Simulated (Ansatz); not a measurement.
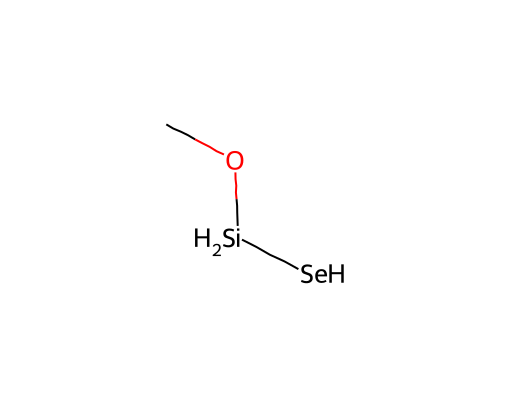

Skeletal drawing of a molecule.

> Write the SMILES.

CO[SiH2][SeH]

> What is the molecular formula?

CH6OSeSi.

> An optimisation with PBE0-D4/def2-TZVP gave a structure of which point group?

C1. Other conformers may differ.

More results for the same structure follow; atom numbers are the same in all pictures, views and colours differ. The computed structure is the end point of a PBE0-D4/def2-TZVP optimisation.

## Shape

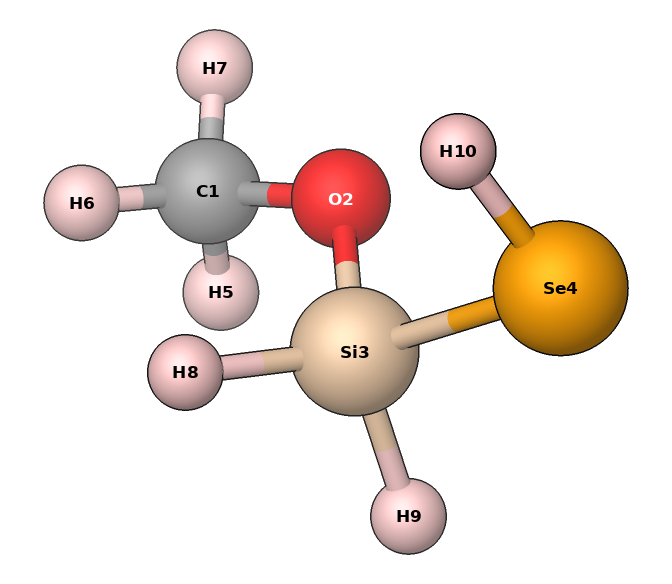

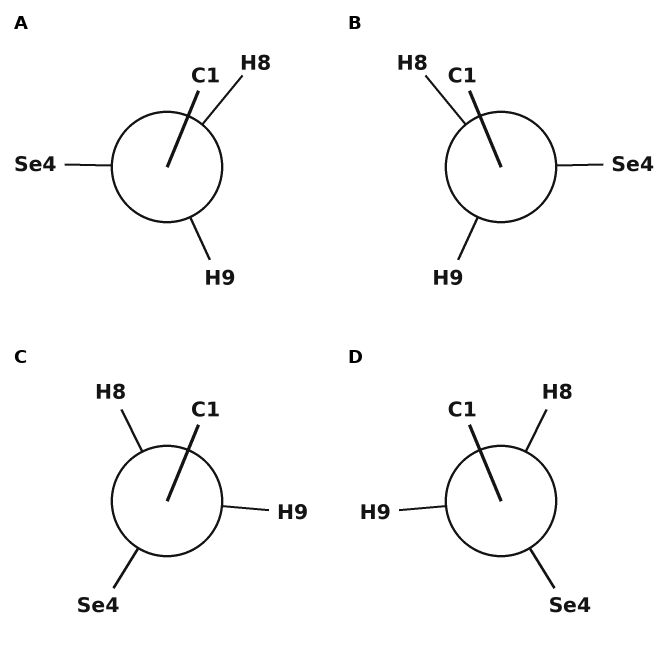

Depth is shown by fading: the farther an atom, the more it takes the colour of the background. Bonds that would overlap in a projection are set slightly apart.

> Which Newman projection shows the view along O2–Si3, with O2 in front?

C. The torsion angle C1–O2–Si3–Se4 is −171°, antiperiplanar (anti).

## Dipole moment

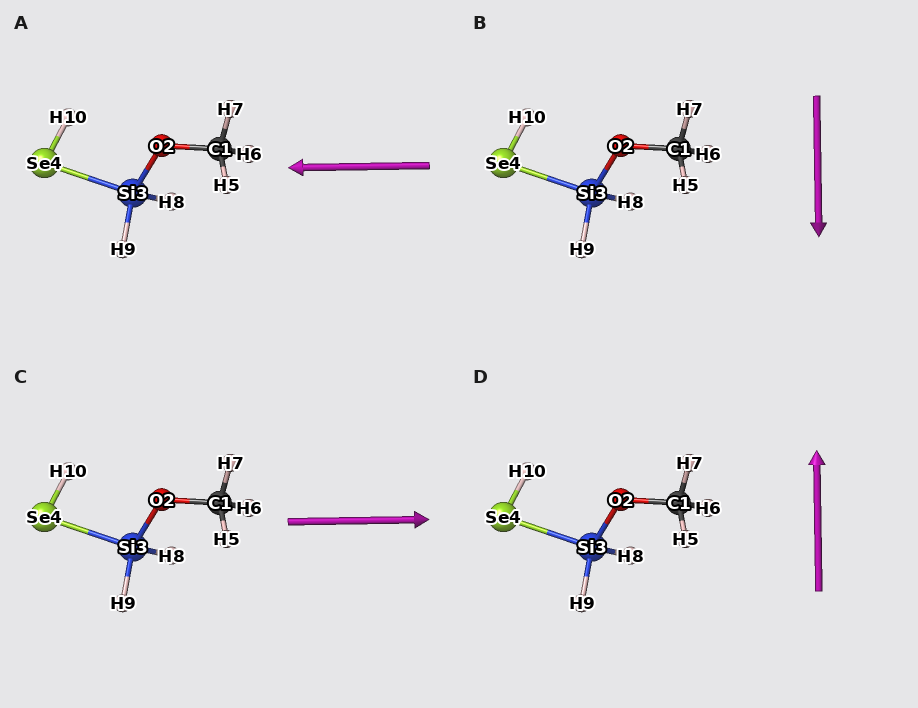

The same molecule four times, each with an arrow. Method: RKS r2SCAN-D4/def2-TZVPP (Ansatz 0.2.0).

> Which arrow points along the dipole moment, from the negative to the positive end?

C. The dipole moment is 1.86 D; it points from the side of Se4 to the side of H6 (the outermost atoms at the two ends).

## Electronic properties

Level of theory: RKS ωB97X-V/def2-TZVPP (Ansatz 0.2.0).

> What is the HOMO energy (Kohn–Sham orbital)?

−9.48 eV.

> What is the HOMO–LUMO gap?

11.66 eV.

## Vibrations

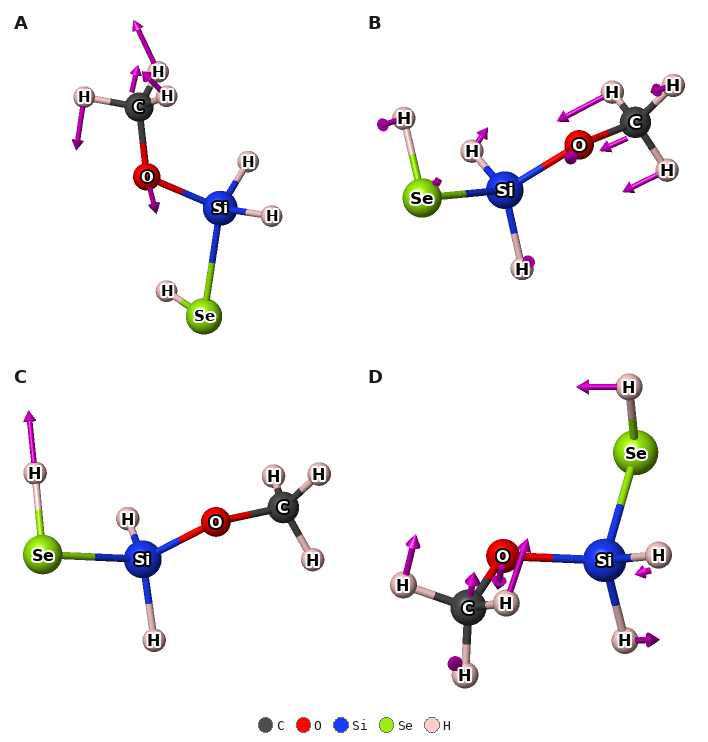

4 normal modes of one molecule or complex, as arrows. Harmonic vibrations computed with RKS PBE0-D4/def2-TZVP (Ansatz 0.2.0) at a stationary point of the same level.

> Match the panels to the wavenumbers 47 cm⁻¹, 232 cm⁻¹, 1138 cm⁻¹, 2444 cm⁻¹.

A: 1138 cm⁻¹
B: 232 cm⁻¹
C: 2444 cm⁻¹, Se–H stretching
D: 47 cm⁻¹, a torsion or out-of-plane motion in which bond lengths and bond angles hardly change
